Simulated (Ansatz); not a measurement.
The starting structures come from a database of crystals and need not be the phases stable at ambient conditions.

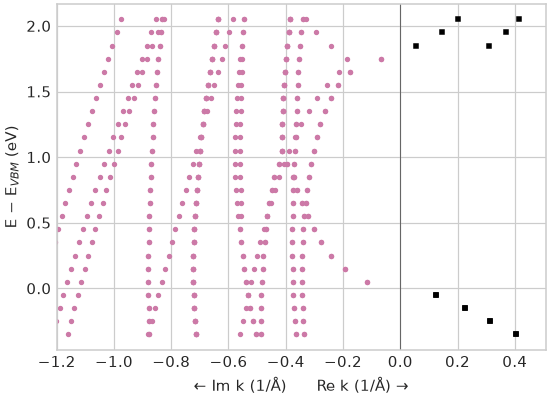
*Complex bands at the centre of the two-dimensional zone; Ansatz (an electronic-structure program) with r2SCAN*

No gap correction and no spin-orbit coupling; mid-gap values are interpolated between computed energies.

Question: This is BaS₃ (P-42_1m, not sure to be the ambient phase, 8 atoms a cell, 25.5 Å³ an atom) along the normal of (001). Read off the slowest decay at the centre of the two-dimensional zone at 0.85 eV, the computed energy nearest the middle of the gap.

Answer: κ ≈ 0.32 1/Å, a decay length 1/(2κ) of the density of 1.6 Å.
